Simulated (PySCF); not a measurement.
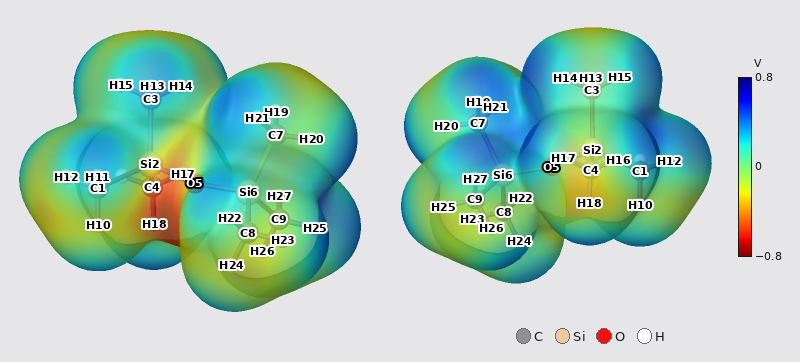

Figure 1: C6H18OSi2, SMILES `C[Si](C)(C)O[Si](C)(C)C`. Electrostatic potential on the surface of electron density 0.001 a.u. (back view left, front view right).

Method: TPSSh/6-31+G*; geometry: GFN2-xTB; program: PySCF. No frequency check shows the geometry to be a minimum.

Geometry (Å), atoms numbered from 1:

```
C1       2.4454   -0.8282   -1.5321
Si2      1.6077   -0.0160   -0.0280
C3       2.0544    1.8319    0.0967
C4       2.0531   -0.9227    1.5872
O5       0.0001   -0.1512   -0.2766
Si6     -1.6075   -0.0149   -0.0287
C7      -2.0629    1.8347    0.0101
C8      -2.4452   -0.9041   -1.4885
C9      -2.0451   -0.8467    1.6286
H10      2.1686   -1.8742   -1.6197
H11      2.1570   -0.3363   -2.4559
H12      3.5270   -0.7786   -1.4561
H13      1.7305    2.3723   -0.7877
H14      1.5759    2.2958    0.9541
H15      3.1250    1.9795    0.1984
H16      3.1210   -0.8984    1.7796
H17      1.5549   -0.4727    2.4407
H18      1.7499   -1.9645    1.5466
H19     -1.5758    2.3424    0.8372
H20     -3.1328    1.9819    0.1183
H21     -1.7532    2.3324   -0.9039
H22     -2.1663   -0.4538   -2.4361
H23     -3.5267   -0.8612   -1.4088
H24     -2.1590   -1.9505   -1.5282
H25     -3.1144   -0.8317    1.8146
H26     -1.7235   -1.8837    1.6415
H27     -1.5598   -0.3458    2.4610
```

**Where are the extremes of the potential on the surface?**

Highest: 0.58 V, near H25 (1.83 Å) and H23 (1.98 Å). Further maxima include 0.50 V, 1.7 Å from H12; 0.47 V, near H27 (1.93 Å), H19 (2.07 Å) and O5 (2.10 Å). Lowest: −0.76 V, 1.9 Å from O5. Further minima include −0.29 V, near H11 (1.82 Å), H12 (1.94 Å), H10 (1.96 Å) and C1 (2.01 Å), and at like points elsewhere; −0.25 V, near H14 (1.84 Å), H15 (1.92 Å), H13 (1.95 Å) and C3 (2.01 Å). The surface is sampled at points, so like sites can differ by a few per cent and only the strongest of them is named.

Cost of the run: 83 s on 1 thread of Intel(R) Xeon(R) Platinum 8488C (Sapphire Rapids), on a shared host, peak memory 0.95 GiB.
